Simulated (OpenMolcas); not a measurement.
**Mo²⁺ among point charges: CASSCF levels and susceptibility, part 1 of 2**

Aim: the splitting of the states of Mo²⁺ in the field of 6 point charges, its lowest levels with spin-orbit coupling and its magnetic susceptibility.

The numbers are computed with OpenMolcas 26.06 (state-averaged CASSCF, spin-orbit coupling by RASSI with atomic mean-field integrals), except any that are marked as measured or tabulated.

1 further run of the same task is left out (it didn't finish).

**1. Starting point**

```
Species                           : Mo²⁺ (molybdenum, Z = 42, 40 electrons)
Basis                             : ANO-RCC-VTZP [7s6p4d2f1g], 68 functions
Scalar Hamiltonian                : DKH2, point nucleus
Inactive shells                   : 1s 2s 2p 3s 3p 3d 4s 4p
Active space                      : 4 electrons in 5 orbitals (4d)
Some configurations of this space : 4d⁴
Orbitals                          : optimised for each spin and parity, averaged over all roots
```

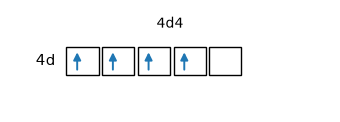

Occupation of the outer shells (arrows by Hund's rule).

The ion sits among 6 point charges of -1.7 e arranged as an octahedron (Oh), 2.12 Å from the ion. The active orbitals were held to one l.

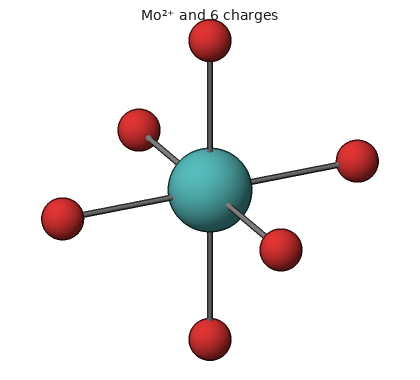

The ion and the point charges (red).

The work runs as a chain of OpenMolcas steps in one folder; each step below is one input file. Labels, J, g values, rates, χT and fits are worked out afterwards by a script from the matrices that RASSI stores. The input lists half of the charges; inversion (Group=XYZ) makes the rest.

**2. GATEWAY and SEWARD: basis and integrals**

Input file a.inp:

```
&GATEWAY
Coord
1

Mo 0.0 0.0 0.0
Basis=ANO-RCC-VTZP
Group=XYZ
NoMove
AngMom=0.0 0.0 0.0
AMFI
XField
3 Angstrom 0
2.120000 0.000000 0.000000 -1.700000
0.000000 2.120000 0.000000 -1.700000
0.000000 0.000000 2.120000 -1.700000
&SEWARD
```

Command:

```console
$ OMP_NUM_THREADS=1 MOLCAS_MEM=1689 MOLCAS_PROJECT=a pymolcas a.inp > a.log
```

Standard output:

```text
Basis set label: MO.ANO-RCC...7S6P4D2F1G.

      Electronic valence basis set:
      ------------------
      Associated Effective Charge  42.000000 au
      Associated Actual Charge     42.000000 au
      Nuclear Model: Point charge

      Shell  nPrim  nBasis  Cartesian Spherical Contaminant
         s      21       7        X
         p      18       6        X
         d      13       4                 X
         f       6       2                 X
         g       4       1                 X
                  Relativistic Douglas-Kroll-Hess integrals:
                    - DKH order of Hamiltonian: 2
                    - DKH order of Properties : 0
                  Atomic mean-field integrals
```

**3. CASSCF: quintets of even parity, 5 roots**

Input file a.inp:

```
&RASSCF
FileOrb=start.orb
Symmetry=1
Spin=5
nActEl=4 0 0
Inactive=9 9
Ras2=5 0
CIRoot=5 5 1
SDav=5
CIMx=300
Iter=120 100
PrWF=0.3
OrbListing=Nothing
MaxOrb=0
SupSym
1
20 4 5 6 7 8 10 11 12 13 14 18 19 20 21 22 23 24 25 26 27
0
>>> COPY $Project.JobIph JOB001
```

Command:

```console
$ OMP_NUM_THREADS=1 MOLCAS_MEM=1689 MOLCAS_PROJECT=a pymolcas a.inp > a.log
```

start.orb holds the contracted functions of the basis, ordered by shell, or the orbitals of the step before.

Standard output:

```text
Wave function specifications:
      -----------------------------

      Number of closed shell electrons          36
      Number of electrons in active shells       4
      Max number of holes in RAS1 space          0
      Max nr of electrons in RAS3 space          0
      Number of inactive orbitals               18
      Number of active orbitals                  5
      Number of secondary orbitals              45
      Spin quantum number                      2.0
      State symmetry                             1
Orbital specifications:
      -----------------------

      Symmetry species                           1   2
                                                ag  au
      Frozen orbitals                            0   0
      Inactive orbitals                          9   9
      Active orbitals                            5   0
      RAS1 orbitals                              0   0
      RAS2 orbitals                              5   0
      RAS3 orbitals                              0   0
      Secondary orbitals                        22  23
      Deleted orbitals                           0   0
      Number of basis functions                 36  32
      Number of CSFs                             5
      Number of root(s) required                 5
      Iter CI   SX   CI       RASSCF       Energy    max ROT     max BLB   max BLB  Level Ln srch  Step   QN
          iter iter root      energy       change     param      element    value   shift minimum  type update
 Nr of preliminary CI iterations:   1
      Total energies have been shifted. Add                -4000.00 au
        1   1   12    0   -49.98512537    0.00E+00   1.96E-01*  14  22 1  1.21E-01*  0.00   0.00    SX    NO
        2   1   13    0   -50.02993678   -4.48E-02*  1.25E-01*   9  17 1 -7.00E-02*  0.00   0.00    SX    NO
        3   1   12    0   -50.02955160    3.85E-04*  1.03E-01*   9  15 2 -5.55E-02*  0.00   0.00    SX    NO
        4   1   12    0   -50.03394536   -4.39E-03*  8.70E-02    8  14 2  4.78E-02*  0.00   0.00    SX    NO
        5   1   12    0   -50.03362125    3.24E-04*  2.72E-02    9  15 2 -4.03E-02*  0.00   0.50    LS   YES
        6   1   11    0   -50.03754501   -3.92E-03*  1.56E-02    9  15 2 -1.22E-02*  0.00   1.61    LS   YES
        7   1   11    0   -50.03819180   -6.47E-04*  5.17E-03    8  14 2  3.57E-03*  0.00   1.07    QN   YES
        8   1   11    0   -50.03823560   -4.38E-05* -6.05E-04    5  19 1 -8.53E-04*  0.00   0.90    QN   YES
        9   1    9    0   -50.03823726   -1.65E-06* -4.83E-05    8  14 2  7.87E-05   0.00   1.07    QN   YES
       10   1    7    0   -50.03823728   -2.72E-08* -9.44E-06    9  22 2  7.27E-06   0.00   1.05    QN   YES
       11   1    4    0   -50.03823728   -1.87E-10   1.29E-06    9  22 2  8.49E-07   0.00   0.96    QN   YES
      Convergence after 11 iterations
       12   1    4    0   -50.03823728    5.00E-12   1.29E-06    9  17 1  9.26E-08   0.00   0.96    QN   YES
      Natural orbitals and occupation numbers for root  1
      sym 1:   1.000000   1.000000   1.000000   1.000000  -0.000000
      Natural orbitals and occupation numbers for root  2
      sym 1:   0.000000   1.000000   1.000000   1.000000   1.000000
      Natural orbitals and occupation numbers for root  3
      sym 1:   0.000000   1.000000   1.000000   1.000000   1.000000
::    RASSCF root number  1 Total energy:  -4050.07009591
::    RASSCF root number  2 Total energy:  -4050.07009591
::    RASSCF root number  3 Total energy:  -4050.01699820
::    RASSCF root number  4 Total energy:  -4050.01699820
::    RASSCF root number  5 Total energy:  -4050.01699820
```

**4. CASSCF: triplets of even parity, 45 roots**

Input file a.inp:

```
&RASSCF
FileOrb=start.orb
Symmetry=1
Spin=3
nActEl=4 0 0
Inactive=9 9
Ras2=5 0
CIRoot=45 45 1
SDav=45
CIMx=300
Iter=120 100
PrWF=0.3
OrbListing=Nothing
MaxOrb=0
SupSym
1
20 4 5 6 7 8 10 11 12 13 14 18 19 20 21 22 23 24 25 26 27
0
>>> COPY $Project.JobIph JOB002
```

Standard output:

```text
Wave function specifications:
      -----------------------------

      Number of closed shell electrons          36
      Number of electrons in active shells       4
      Max number of holes in RAS1 space          0
      Max nr of electrons in RAS3 space          0
      Number of inactive orbitals               18
      Number of active orbitals                  5
      Number of secondary orbitals              45
      Spin quantum number                      1.0
      State symmetry                             1
Orbital specifications:
      -----------------------

      Symmetry species                           1   2
                                                ag  au
      Frozen orbitals                            0   0
      Inactive orbitals                          9   9
      Active orbitals                            5   0
      RAS1 orbitals                              0   0
      RAS2 orbitals                              5   0
      RAS3 orbitals                              0   0
      Secondary orbitals                        22  23
      Deleted orbitals                           0   0
      Number of basis functions                 36  32
      Number of CSFs                            45
      Number of root(s) required                45
      Iter CI   SX   CI       RASSCF       Energy    max ROT     max BLB   max BLB  Level Ln srch  Step   QN
          iter iter root      energy       change     param      element    value   shift minimum  type update
 Nr of preliminary CI iterations:   1
      Total energies have been shifted. Add                -4000.00 au
        1   1   15    0   -49.93928028    0.00E+00  -5.10E-02   11  19 1 -9.57E-03*  0.00   0.00    SX    NO
        2   1   14    0   -49.93958467   -3.04E-04*  4.27E-02    7  15 2 -1.95E-02*  0.00   0.00    SX    NO
        3   1   16    0   -49.93981738   -2.33E-04*  4.07E-02    7  15 2  1.81E-02*  0.00   0.00    SX    NO
        4   1   14    0   -49.93975332    6.41E-05*  3.91E-02    7  15 2 -1.81E-02*  0.00   0.00    SX    NO
        5   1   16    0   -49.93992012   -1.67E-04*  3.26E-02    7  15 2  1.75E-02*  0.00   0.52    SX   YES
        6   1   14    0   -49.94023718   -3.17E-04*  1.32E-02    7  15 2 -1.23E-02*  0.00   0.57    LS   YES
        7   1   12    0   -49.94066156   -4.24E-04* -1.24E-03   11  19 1  3.69E-04*  0.00   1.06    QN   YES
        8   1    9    0   -49.94066340   -1.84E-06* -9.90E-05    8  18 1 -1.05E-04*  0.00   0.92    QN   YES
        9   1    7    0   -49.94066343   -2.97E-08*  2.40E-06    7  15 2  1.95E-05   0.00   0.98    QN   YES
       10   1    5    0   -49.94066343   -4.98E-10   2.03E-06    7  22 2  1.40E-06   0.00   1.03    QN   YES
      Convergence after 10 iterations
       11   1    5    0   -49.94066343   -9.55E-12   2.03E-06    4  25 1  1.17E-07   0.00   1.03    QN   YES
      Natural orbitals and occupation numbers for root  1
      sym 1:   0.017055   1.941192   1.000006   0.041768   0.999980
      Natural orbitals and occupation numbers for root  2
      sym 1:   0.016990   1.000220   1.941441   0.041602   0.999749
      Natural orbitals and occupation numbers for root  3
      sym 1:   0.999744   1.000225   0.041610   0.016993   1.941428
::    RASSCF root number  1 Total energy:  -4050.04825565
::    RASSCF root number  2 Total energy:  -4050.04825565
::    RASSCF root number  3 Total energy:  -4050.04825565
::    RASSCF root number  4 Total energy:  -4050.00594329
::    RASSCF root number  5 Total energy:  -4050.00594329
::    RASSCF root number  6 Total energy:  -4050.00594329
::    RASSCF root number  7 Total energy:  -4050.00420949
::    RASSCF root number  8 Total energy:  -4050.00420949
::    RASSCF root number  9 Total energy:  -4050.00304240
::    RASSCF root number 10 Total energy:  -4050.00304240
::    RASSCF root number 11 Total energy:  -4050.00304240
::    RASSCF root number 12 Total energy:  -4049.99532733
::    RASSCF root number 13 Total energy:  -4049.99415855
::    RASSCF root number 14 Total energy:  -4049.97959644
::    RASSCF root number 15 Total energy:  -4049.97959644
::    RASSCF root number 16 Total energy:  -4049.96446750
::    RASSCF root number 17 Total energy:  -4049.96446750
::    RASSCF root number 18 Total energy:  -4049.96446750
::    RASSCF root number 19 Total energy:  -4049.95508688
::    RASSCF root number 20 Total energy:  -4049.95508688
::    RASSCF root number 21 Total energy:  -4049.95508688
::    RASSCF root number 22 Total energy:  -4049.94181192
::    RASSCF root number 23 Total energy:  -4049.94181192
::    RASSCF root number 24 Total energy:  -4049.94181192
::    RASSCF root number 25 Total energy:  -4049.93817045
::    RASSCF root number 26 Total energy:  -4049.93817045
::    RASSCF root number 27 Total energy:  -4049.93817045
::    RASSCF root number 28 Total energy:  -4049.93648649
::    RASSCF root number 29 Total energy:  -4049.93648649
::    RASSCF root number 30 Total energy:  -4049.92011429
```

**5. CASSCF: singlets of even parity, 50 roots**

Input file a.inp:

```
&RASSCF
FileOrb=start.orb
Symmetry=1
Spin=1
nActEl=4 0 0
Inactive=9 9
Ras2=5 0
CIRoot=50 50 1
SDav=50
CIMx=300
Iter=120 100
PrWF=0.3
OrbListing=Nothing
MaxOrb=0
SupSym
1
20 4 5 6 7 8 10 11 12 13 14 18 19 20 21 22 23 24 25 26 27
0
>>> COPY $Project.JobIph JOB003
```

Standard output:

```text
Wave function specifications:
      -----------------------------

      Number of closed shell electrons          36
      Number of electrons in active shells       4
      Max number of holes in RAS1 space          0
      Max nr of electrons in RAS3 space          0
      Number of inactive orbitals               18
      Number of active orbitals                  5
      Number of secondary orbitals              45
      Spin quantum number                      0.0
      State symmetry                             1
Orbital specifications:
      -----------------------

      Symmetry species                           1   2
                                                ag  au
      Frozen orbitals                            0   0
      Inactive orbitals                          9   9
      Active orbitals                            5   0
      RAS1 orbitals                              0   0
      RAS2 orbitals                              5   0
      RAS3 orbitals                              0   0
      Secondary orbitals                        22  23
      Deleted orbitals                           0   0
      Number of basis functions                 36  32
      Number of CSFs                            50
      Number of root(s) required                50
      Iter CI   SX   CI       RASSCF       Energy    max ROT     max BLB   max BLB  Level Ln srch  Step   QN
          iter iter root      energy       change     param      element    value   shift minimum  type update
 Nr of preliminary CI iterations:   1
      Total energies have been shifted. Add                -4000.00 au
        1   1   12    0   -49.89256082    0.00E+00  -2.33E-02   13  22 1 -4.96E-03*  0.00   0.00    SX    NO
        2   1   14    0   -49.89264524   -8.44E-05*  2.08E-02    8  15 2 -9.18E-03*  0.00   0.00    SX    NO
        3   1   14    0   -49.89266138   -1.61E-05*  2.08E-02    8  15 2  8.85E-03*  0.00   0.00    SX    NO
        4   1   14    0   -49.89263919    2.22E-05*  2.09E-02    8  15 2 -9.28E-03*  0.00   0.00    SX    NO
        5   1   14    0   -49.89265124   -1.20E-05*  1.94E-02    8  15 2  9.36E-03*  0.00   0.50    SX   YES
        6   1   14    0   -49.89270760   -5.64E-05*  8.71E-03    8  15 2 -7.93E-03*  0.00   0.53    LS   YES
        7   1   10    0   -49.89289611   -1.89E-04*  4.56E-04   11  19 1  1.66E-04*  0.00   1.04    QN   YES
        8   1    8    0   -49.89289641   -3.01E-07* -2.77E-05    6  19 1 -2.85E-05   0.00   0.95    QN   YES
        9   1    4    0   -49.89289642   -2.33E-09  -8.08E-07    3  17 1  6.07E-06   0.00   0.93    QN   YES
      Convergence after  9 iterations
       10   1    4    0   -49.89289642   -5.50E-11  -8.08E-07    8  22 2  4.08E-07   0.00   0.93    QN   YES
      Natural orbitals and occupation numbers for root  1
      sym 1:   0.025017   0.932343   1.893154   0.079422   1.070064
      Natural orbitals and occupation numbers for root  2
      sym 1:   0.068406   1.231176   0.808962   0.023060   1.868395
      Natural orbitals and occupation numbers for root  3
      sym 1:   1.893696   0.070886   0.867948   0.019003   1.148467
::    RASSCF root number  1 Total energy:  -4050.01502383
::    RASSCF root number  2 Total energy:  -4050.01502382
::    RASSCF root number  3 Total energy:  -4050.01502382
::    RASSCF root number  4 Total energy:  -4050.01080756
::    RASSCF root number  5 Total energy:  -4050.01080756
::    RASSCF root number  6 Total energy:  -4049.99012472
::    RASSCF root number  7 Total energy:  -4049.97365948
::    RASSCF root number  8 Total energy:  -4049.97365948
::    RASSCF root number  9 Total energy:  -4049.97365948
::    RASSCF root number 10 Total energy:  -4049.97296320
::    RASSCF root number 11 Total energy:  -4049.96687734
::    RASSCF root number 12 Total energy:  -4049.96687734
::    RASSCF root number 13 Total energy:  -4049.96687734
::    RASSCF root number 14 Total energy:  -4049.95535197
::    RASSCF root number 15 Total energy:  -4049.95535197
::    RASSCF root number 16 Total energy:  -4049.91938875
::    RASSCF root number 17 Total energy:  -4049.91938875
::    RASSCF root number 18 Total energy:  -4049.91938875
::    RASSCF root number 19 Total energy:  -4049.91678786
::    RASSCF root number 20 Total energy:  -4049.91327298
::    RASSCF root number 21 Total energy:  -4049.91327298
::    RASSCF root number 22 Total energy:  -4049.91327298
::    RASSCF root number 23 Total energy:  -4049.91136896
::    RASSCF root number 24 Total energy:  -4049.91136896
::    RASSCF root number 25 Total energy:  -4049.91037716
::    RASSCF root number 26 Total energy:  -4049.91037716
::    RASSCF root number 27 Total energy:  -4049.91037716
::    RASSCF root number 28 Total energy:  -4049.90328961
::    RASSCF root number 29 Total energy:  -4049.87979228
::    RASSCF root number 30 Total energy:  -4049.87979228
```

(Continued in part 2 of 2.)
